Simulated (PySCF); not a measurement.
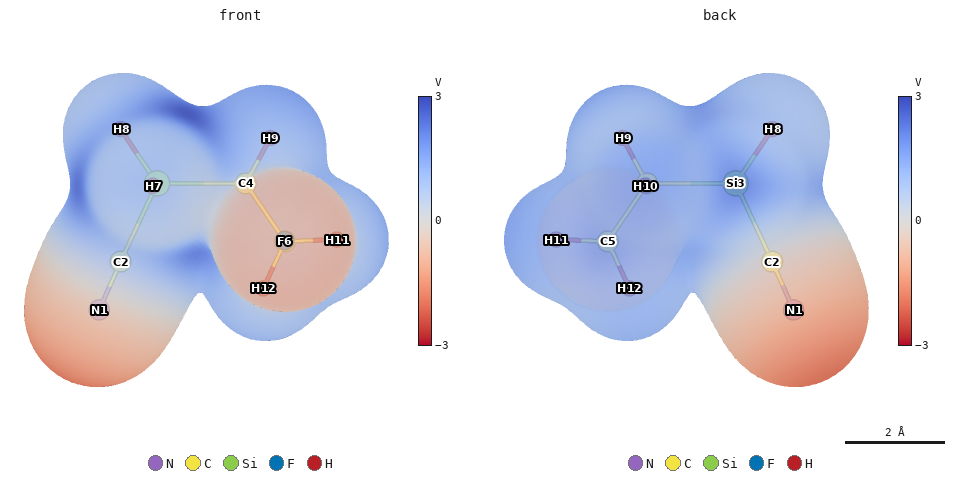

C$_{3}$H$_{6}$FNSi. The molecular electrostatic potential painted on the density surface at 0.004 e/bohr³, seen from the front and from behind; red is negative and blue positive.

Geometry: GFN2-xTB.

Computed with PBE0/pcSseg-1, SCF density, gas phase, non-relativistic (PySCF 2.14.0).

```xyz
12

N     2.6652   -1.4747   -0.7685
C     2.0363   -0.5455   -0.5373
Si    0.9817    0.9524   -0.1562
C    -0.5442    0.2605    0.7601
C    -1.3432   -0.7032   -0.1007
F    -1.7475   -0.0797   -1.2596
H     0.6365    1.5742   -1.4306
H     1.7587    1.8101    0.7402
H    -1.1954    1.0824    1.0618
H    -0.2489   -0.2650    1.6690
H    -2.2556   -1.0455    0.4001
H    -0.7423   -1.5668   -0.4044
```

Describe the electrostatic potential map.

Answer. The most negative region (about −1.9 V) lies over N1, the most positive (about +2.7 V) over Si3. N1 is the likeliest acceptor of a hydrogen bond.
